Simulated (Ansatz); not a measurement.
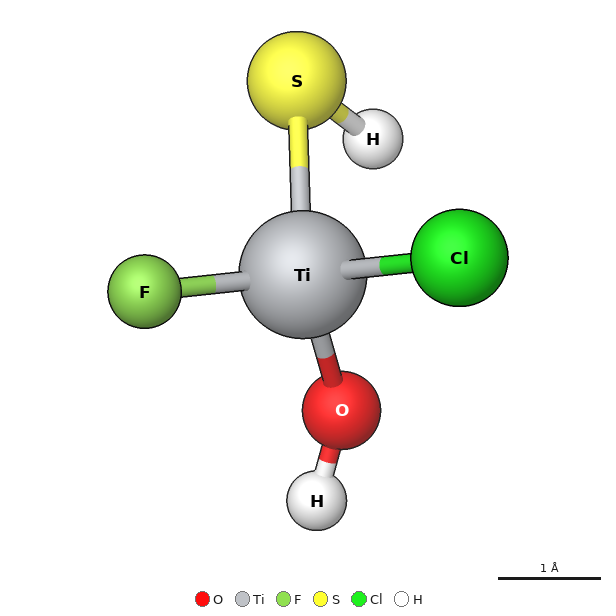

The picture shows a molecular structure as a ball-and-stick model.

The species is neutral and a spin singlet. The geometry was computed by an optimisation with PBE0-D4/def2-TZVP.

**What is the molecular formula?**

ClFH2OSTi, 7 atoms: 1 chlorine, 1 fluorine, 2 hydrogen, 1 oxygen, 1 sulfur and 1 titanium.

**Give a SMILES string for it.**

[OH][Ti@]([F])([SH])[Cl]

**How many sets of symmetry-equivalent atoms are there?**

7: 1 O, 1 Ti, 1 F, 1 S, 1 Cl, 1 H, 1 H.

**Count the bonded pairs by element.**

1 O–Ti, 1 F–Ti, 1 S–Ti, 1 Cl–Ti, 1 O–H, 1 S–H.

More results for the same structure follow; atom numbers are the same in all pictures, views and colours differ.

### Shape

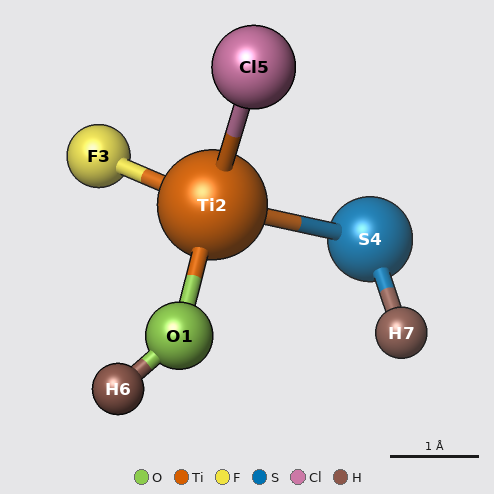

Numbered structure.

**What is the geometry at Ti2?**

Ti2 has 4 neighbours (O1 at 1.76, F3 at 1.74, S4 at 2.28, Cl5 at 2.20 Å); the arrangement is tetrahedral.

**Describe the coordination of atom 4.**

S4 has 2 neighbours (Ti2 at 2.28, H7 at 1.35 Å); the arrangement is bent.

**How are the neighbours of atom 1 arranged?**

O1 has 2 neighbours (Ti2 at 1.76, H6 at 0.96 Å); the arrangement is bent.

### Vibrations

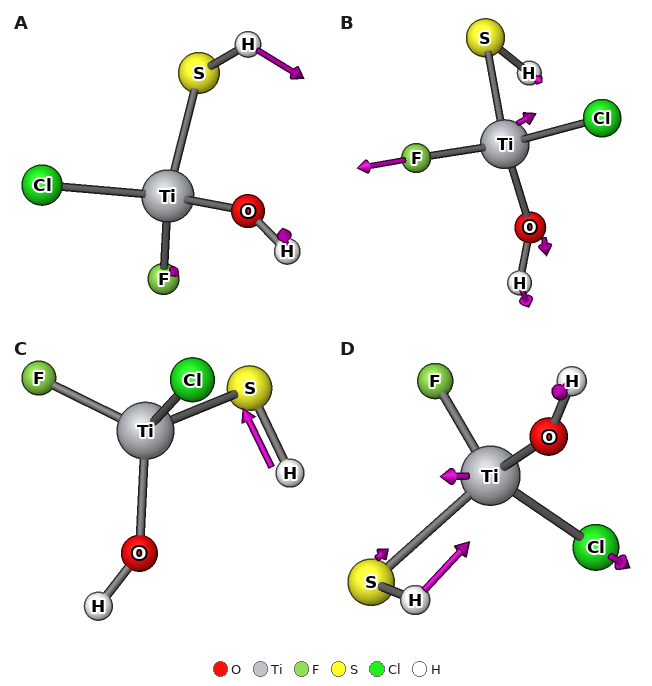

4 normal modes of one molecule or complex, as arrows. Harmonic vibrations computed with RKS PBE0-D4/def2-TZVP (Ansatz 0.2.0) at a stationary point of the same level.

**Match the panels to the wavenumbers 193 cm⁻¹, 486 cm⁻¹, 766 cm⁻¹, 2700 cm⁻¹.**

A: 193 cm⁻¹
B: 766 cm⁻¹, Ti–F stretching
C: 2700 cm⁻¹, S–H stretching
D: 486 cm⁻¹

### Electronic properties

Properties computed with RKS revPBE-D4/def2-TZVPP (Ansatz 0.2.0).

**Give the HOMO–LUMO gap at this level.**

3.09 eV.

**What is the HOMO energy (Kohn–Sham orbital)?**

−6.67 eV.

**Give the dispersion correction at this level.**

−47.6 kJ/mol.

### Charges

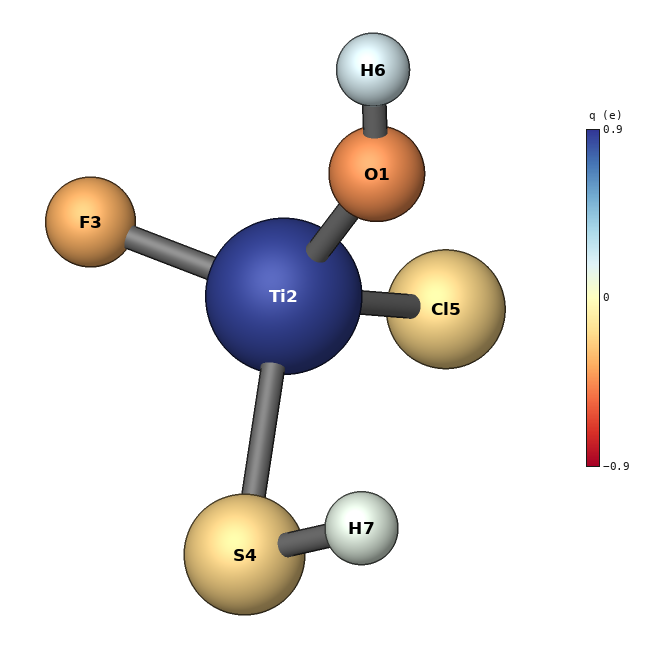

Atoms are coloured by their Mulliken charges. Level of theory: RKS ωB97M-V/def2-TZVPP (Ansatz 0.2.0).

Give the Mulliken charges atom by atom.

```json
{"atom": "O1", "value (e)": "−0.43"}
{"atom": "Ti2", "value (e)": "0.86"}
{"atom": "F3", "value (e)": "−0.34"}
{"atom": "S4", "value (e)": "−0.20"}
{"atom": "Cl5", "value (e)": "−0.20"}
{"atom": "H6", "value (e)": "0.19"}
{"atom": "H7", "value (e)": "0.13"}
```

### Dipole moment

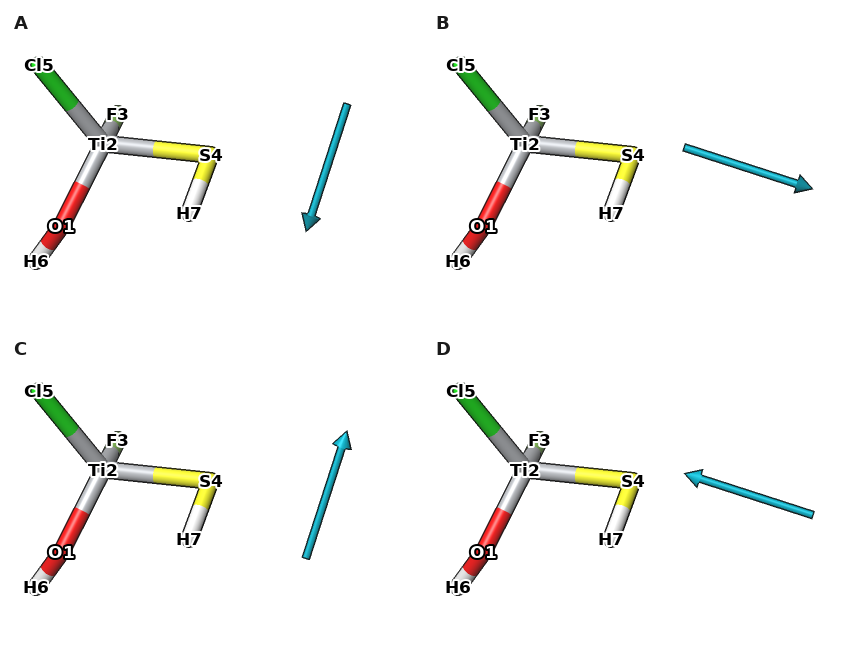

The same molecule four times, each with an arrow. Method: RKS ωB97M-V/def2-TZVPP (Ansatz 0.2.0).

**Which arrow points along the dipole moment, from the negative to the positive end?**

A. The dipole moment is 3.09 D; it points from the side of Cl5 to the side of H6 (the outermost atoms at the two ends).

Mulliken values depend strongly on the basis set and can even reverse the polarity of a bond.
